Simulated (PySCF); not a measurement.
# C$_{3}$H$_{10}$Ge$_{2}$O: excited-state calculation

System: C$_{3}$H$_{10}$Ge$_{2}$O.
Method: TDDFT B3LYP/def2-SVPD, vertical, gas phase, core orbitals frozen in the response (PySCF 2.14.0).

The geometry comes from this level: GFN2-xTB.

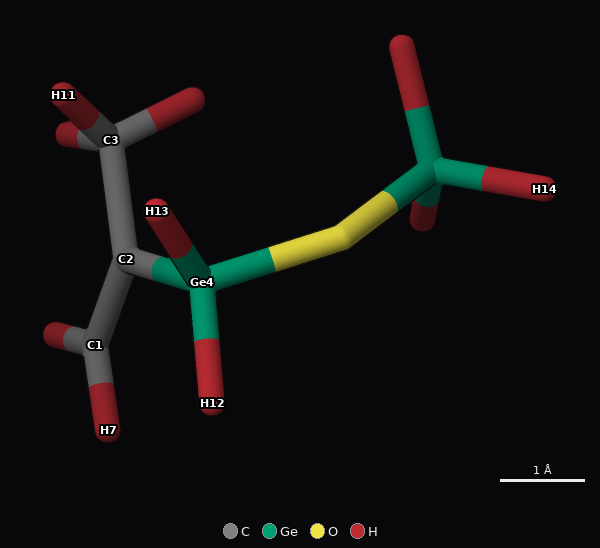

Figure 1. The structure (stick view, seen at a tilt; atoms are numbered from 1 in the order of the input). Sticks mark near contacts. Bond lengths as drawn: C–C 1.32 to 1.49 Å, C–Ge 1.97 Å, C–H 1.08 to 1.09 Å, Ge–H 1.49 to 1.51 Å and Ge–O 1.73 to 1.76 Å.

### The input
```
{"job": {"kind": "uv", "xc": "B3LYP", "basis": "def2-SVPD", "nstates": 8, "ntriplets": 3}, "charge": 0, "multiplicity": 1}
C      1.442425    -1.810676     0.251989
C      1.110682    -0.556852    -0.014658
C      1.474498     0.591102     0.870593
Ge     0.022116    -0.117146    -1.596482
O     -1.571963     0.424494    -1.075716
Ge    -2.464312     0.851368     0.345357
H      1.160725    -2.618441    -0.405788
H      2.010908    -2.082849     1.129532
H      0.563774     1.068341     1.243900
H      2.077447     0.272154     1.718854
H      2.026078     1.339895     0.299606
H     -0.284959    -1.305856    -2.476404
H      0.536621     1.054440    -2.404967
H     -3.873196     0.941367    -0.144933
H     -2.280956    -0.214793     1.390347
H     -1.957488     2.172396     0.857358
```

The first line tells a small driver script what to run in PySCF; the rest is the geometry in Å.

Launched with:
```bash
OMP_NUM_THREADS=1 python <driver script> task.json out
```

### The program's output
```
coarse grid: 60272 points
cycle   1  E = -4348.8074451749  dE = -6.699e-01  |g| = 1.080e+00  |ddm| = 6.136e+00
cycle   2  E = -4348.1267428097  dE =  6.807e-01  |g| = 2.111e+00  |ddm| = 4.233e+00
cycle   3  E = -4348.9815090918  dE = -8.548e-01  |g| = 3.437e-01  |ddm| = 3.287e+00
cycle   4  E = -4349.0040336671  dE = -2.252e-02  |g| = 7.098e-02  |ddm| = 6.486e-01
cycle   5  E = -4349.0048955345  dE = -8.619e-04  |g| = 1.586e-02  |ddm| = 1.468e-01
cycle   6  E = -4349.0049543535  dE = -5.882e-05  |g| = 5.071e-03  |ddm| = 3.501e-02
cycle   7  E = -4349.0049598760  dE = -5.523e-06  |g| = 1.559e-03  |ddm| = 8.976e-03
final grid: 124632 points
cycle   8  E = -4349.0049227247  dE =  1.580e-06  |g| = 3.009e-03  |ddm| = 1.428e-02
cycle   9  E = -4349.0049157806  dE =  6.944e-06  |g| = 5.940e-03  |ddm| = 1.313e-02
cycle  10  E = -4349.0049251292  dE = -9.349e-06  |g| = 1.122e-04  |ddm| = 8.599e-03
cycle  11  E = -4349.0049251323  dE = -3.167e-09  |g| = 2.342e-05  |ddm| = 2.928e-04
cycle  12  E = -4349.0049251325  dE = -1.337e-10  |g| = 4.871e-06  |ddm| = 4.340e-05
```

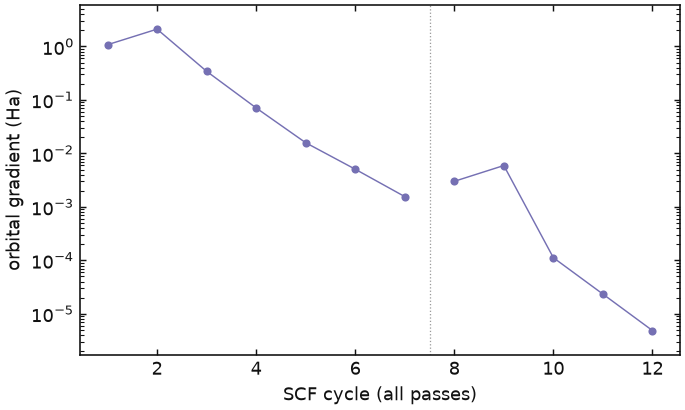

Figure 2. Convergence of the self-consistent field: orbital gradient against the SCF cycle. The dotted line marks the change from a coarse to the final integration grid. The first 7 cycles use a coarse grid, the final grid takes over at cycle 8, and the field converges after 12 cycles in all.

```
converged SCF energy = -4349.0049251325

Static polarisability (au): isotropic 99.340, principal 89.550 96.815 111.655

Singlet excitations
state   eV       nm        f      main configurations
  1   5.9453    208.5   0.00086   H-1->L 0.84, H-2->L 0.13
  2   6.0300    205.6   0.00946   H-2->L 0.60, H->L 0.26, H-1->L 0.10
  3   6.4640    191.8   0.10584   H->L 0.55, H-2->L 0.20, H->L+2 0.11
  4   6.7537    183.6   0.00986   H->L+1 0.74, H-1->L+1 0.11
  5   6.7777    182.9   0.00790   H-1->L+1 0.59, H-1->L+2 0.18
  6   6.8683    180.5   0.01368   H-2->L+1 0.34, H-2->L+2 0.24, H->L+2 0.20
  7   6.9896    177.4   0.04600   H-1->L+2 0.73, H-1->L+1 0.21
  8   7.0978    174.7   0.04939   H-2->L+1 0.52, H-2->L+2 0.34

Triplet excitations (Tamm-Dancoff, eV): 4.3796 5.5729 5.7700
```

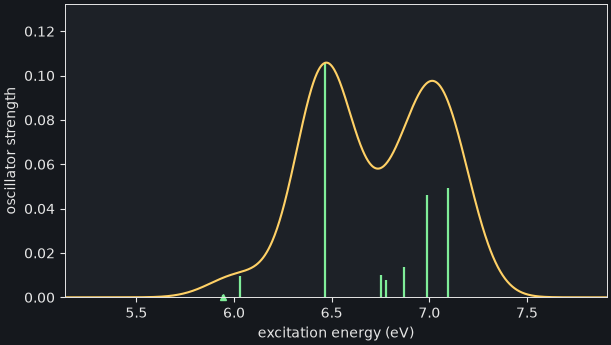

Figure 3. Computed excitations as sticks (degenerate states added up, dark ones marked on the axis), with a Gaussian envelope of 0.35 eV full width at half maximum, scaled to the tallest. Of the 8 states the lowest lies at 5.95 eV (f = 0.001); the strongest line is at 6.46 eV, or 192 nm (f = 0.106).

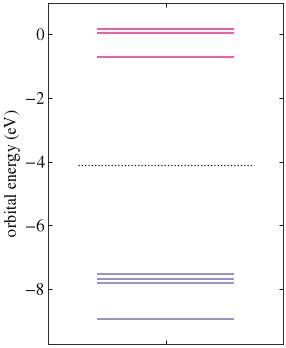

Figure 4. Orbital energies near the frontier; the dotted line parts filled from empty levels, and levels within 0.02 eV of each other stand side by side. Highest filled −7.53 eV, lowest empty −0.71 eV, 6.82 eV apart.

### Key numbers

```tsv
quantity	value
outcome	converged
total energy	−4349.004925 hartree
HOMO	−7.53 eV
LUMO	−0.71 eV
dipole moment	1.56 D
mean polarisability	99.34 a.u.
lowest singlet excitation	5.95 eV
hardware	1 CPU thread, shared host
wall time	58 s
peak memory	0.93 GiB
```

### Notes

Spin–orbit coupling is left out, which matters for the heavy atoms.
